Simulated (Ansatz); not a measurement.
# SiH2O (oxosilane) at 6 levels

We compute a comparison of 6 runs (B2PLYP/def2-TZVPP, PBE-QIDH/def2-TZVPP, r2SCAN0/def2-TZVPP, wB97M-V/def2-TZVPP, RPA@PBE/def2-TZVPP, CCSD/def2-TZVPP) of SiH2O (oxosilane). 

The calculation is run with Ansatz 0.2.0.

50 further runs of the same task are left out: 50 set aside as unsound or not needed.

**1. Starting point**

The species is SiH2O (4 atoms), meant as a singlet with charge 0. SMILES: `O=[SiH2]`. The Si2–H4 distance was set to 2.674 Å, away from the relaxed value. At this shape a bond of the SMILES string is far longer than usual.

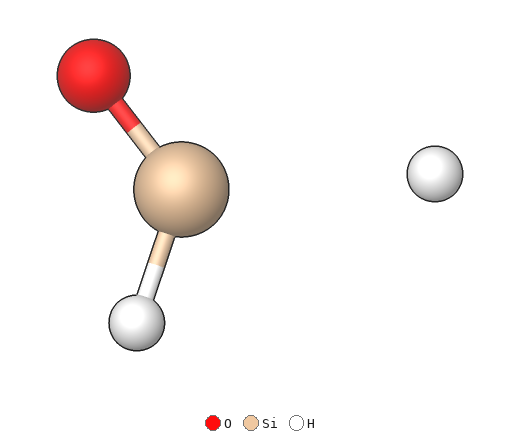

Viewed from a chosen angle; oxygen red, silicon light orange, hydrogen white.

**2. A single-point energy at B2PLYP/def2-TZVPP (run 1)**

File run.yaml:

```yaml
crystal:
  periodic: [false, false, false]
  atoms:
    - {symbol: O, position_ang: [-0.168565, -0.316790, 2.400022]}
    - {symbol: Si, position_ang: [0.107935, -0.720490, 0.965422]}
    - {symbol: H, position_ang: [0.554535, -2.076290, 0.554322]}
    - {symbol: H, position_ang: [-0.150000, 0.922700, -1.128300]}
basis:
  gaussian:
    orbitals: def2-TZVPP
hamiltonian:
  xc: {name: B2PLYP}
correlation:
  frozen_orbitals: {H: 0, O: 1, Si: 5}
accuracy: high
output: {orbitals: {seedname: orbitals}}
```

Command:

```bash
$ ansatz run run.yaml --threads 1 --pin off --max-ram 3480MiB --events-out events.jsonl --progress --plain --runs-dir runs
```

Output:

```text
Warning: RAYON_NUM_THREADS=1 ignored (pool sized by the plan → 1); use --threads N
Functional definition: B2PLYP
  name "B2PLYP"
  parameter a = 0.53
  parameter c = 0.27
  exchange = (1 - a)*b88_x + a*exact_x
  correlation = (1 - c)*lyp_c + c*(mp2_os + mp2_ss)
1544 factors; integrals over basis functions are off by at most 3.4e-9 eV
mean field evaluation 1: about -9940.2727 eV, gradient 5.8e1 eV
mean field evaluation 2: about -9940.2697 eV, gradient 5.8e1 eV
mean field evaluation 4: about -9946.2370 eV, gradient 9.5e0 eV
mean field evaluation 8: about -9946.6324 eV, gradient 2.5e-1 eV
mean field evaluation 16: about -9946.6327 eV, gradient 3.8e-5 eV
mean field -9946.63272611 eV, -365.5320106149 hartree, gradient 4.3e-8 eV, S^2 0.000000; 0 other end points of the search recorded, 0 dependent functions left out; unrestricted orbitals would lower it
6 core orbitals not correlated: weight in the atoms' cores, before any rotation towards them, 1.000 or more for the frozen orbitals, at most 0.000 for the correlated occupied ones
reference -9946.63274865 eV, -365.5320114430 hartree; 6, 6 occupied and 89, 89 virtual orbitals, 1544 factors
second order -13.19872530 eV of doubles, -0.00000000 eV of singles
Total energy: -9950.19640448 eV, -365.6629733792 hartree
```

Wall time 5.1 s (1 thread of Arm Neoverse V2, shared host); peak memory 0.23 GiB.

**3. The energy at PBE-QIDH/def2-TZVPP (run 2)**

Changes to run.yaml since step 2:

```diff
@@ -11,3 +11,3 @@
 hamiltonian:
-  xc: {name: B2PLYP}
+  xc: {name: PBE-QIDH}
 correlation:
```

Command:

```bash
$ ansatz run run.yaml --threads 1 --pin off --max-ram 3480MiB --events-out events.jsonl --progress --plain --runs-dir runs
```

Output, shortened:

```text
Warning: RAYON_NUM_THREADS=1 ignored (pool sized by the plan → 1); use --threads N
Functional definition: PBE-QIDH
  name "PBE-QIDH"
[...]
1544 factors; integrals over basis functions are off by at most 3.4e-9 eV
[...]
mean field -9942.19458305 eV, -365.3689118655 hartree, gradient 6.3e-8 eV, S^2 0.000000; 0 other end points of the search recorded, 0 dependent functions left out; unrestricted orbitals would lower it
6 core orbitals not correlated: weight in the atoms' cores, before any rotation towards them, 1.000 or more for the frozen orbitals, at most 0.000 for the correlated occupied ones
reference -9942.19458403 eV, -365.3689119016 hartree; 6, 6 occupied and 89, 89 virtual orbitals, 1544 factors
second order -11.91770281 eV of doubles, -0.00000000 eV of singles
Total energy: -9946.16715163 eV, -365.5149010683 hartree
```

Run time: 5.4 s. Hardware: 1 thread of Arm Neoverse V2, shared host; peak memory 0.21 GiB.

Runs 3 to 5 aren't shown in full; the table further down has their settings and results.

**4. A single-point energy at CCSD/def2-TZVPP (run 6)**

File molecule.yaml:

```yaml
crystal:
  periodic: [false, false, false]
  atoms:
    - {symbol: O, position_ang: [-0.168565, -0.316790, 2.400022]}
    - {symbol: Si, position_ang: [0.107935, -0.720490, 0.965422]}
    - {symbol: H, position_ang: [0.554535, -2.076290, 0.554322]}
    - {symbol: H, position_ang: [-0.150000, 0.922700, -1.128300]}
basis:
  gaussian:
    orbitals: def2-TZVPP
accuracy: high
correlation:
  method: ccsd
  frozen_orbitals: {H: 0, O: 1, Si: 5}
scf:
  omitted_lower_state_checks: [cluster_reference, increment]
magnetization:
  spin_polarized: false
```

Command:

```bash
$ ansatz run molecule.yaml --threads 1 --pin off --max-ram 3480MiB --events-out events.jsonl --progress --plain --runs-dir runs
```

Output, shortened:

```text
Warning: RAYON_NUM_THREADS=1 ignored (pool sized by the plan → 1); use --threads N
Functional definition: HF
  name "HF"
[...]
1544 factors; integrals over basis functions are off by at most 3.4e-9 eV
[...]
mean field -9927.85577740 eV, -364.8419704773 hartree, gradient 1.7e-8 eV, S^2 0.000000; 1 other end points of the search recorded, 0 dependent functions left out; unrestricted orbitals would lower it
6 core orbitals not correlated: weight in the atoms' cores, before any rotation towards them, 1.000 or more for the frozen orbitals, at most 0.000 for the correlated occupied ones
reference -9927.85577740 eV, -364.8419704773 hartree; 6, 6 occupied and 89, 89 virtual orbitals, 1544 factors
second order -10.26972417 eV of doubles, -0.00000000 eV of singles
cycle   1  -10.09529946 eV  change    1.7e-1 eV  update   1.5e-1
[...]
cycle  28  -10.84946920 eV  change    1.3e-9 eV  update  9.6e-10
Total energy: -9938.70524661 eV, -365.2406811164 hartree
Checks for a lower state left out: cluster_reference, increment
```

It took 12 s on 1 thread of Arm Neoverse V2, shared host; peak memory 0.66 GiB.

**5. The series**

```
run                level  frozen core orbitals  energy (Eh)  HOMO energy (eV)  LUMO energy (eV)  HOMO–LUMO gap (eV)  wall time
  1    B2PLYP/def2-TZVPP                     6  -365.662973             -8.53             -2.65                5.88      5.1 s
  2  PBE-QIDH/def2-TZVPP                     6  -365.514901             -9.23             -2.12                7.11      5.4 s
  3   r2SCAN0/def2-TZVPP                     –  -365.737096             -7.82             -3.65                4.17      6.9 s
  4   wB97M-V/def2-TZVPP                     –  -365.776258             -9.53             -1.90                7.64       22 s
  5   RPA@PBE/def2-TZVPP                     6  -365.433367                 –                 –                   –      9.3 s
  6      CCSD/def2-TZVPP                     6  -365.240681                 –                 –                   –       12 s
```

**6. What came out**

```
                                          quantity          value
                               run 6: total energy  -365.24068 Eh
run 6: correlation energy (6 core orbitals frozen)     -398.7 mEh
                              run 6: T1 diagnostic          0.031
```

**Reading.** Over runs 1, 2, 3, 4 the HOMO–LUMO gap runs from 4.17 eV (r2SCAN0/def2-TZVPP) to 7.64 eV (wB97M-V/def2-TZVPP). Totals of different functionals can't be ranked against each other. In run 6 the T1 diagnostic is large, so a single reference may not serve. In runs 1, 2, 5, 6 the log says that unrestricted orbitals would lower the reference, so the values rest on an unstable closed-shell determinant (other closed-shell runs at this shape may share the fault). In runs 1, 2, 3, 4, 5, 6 a closed-shell determinant meets a far-stretched bond, which it describes badly. All runs together took 61 s, the longest 22 s.
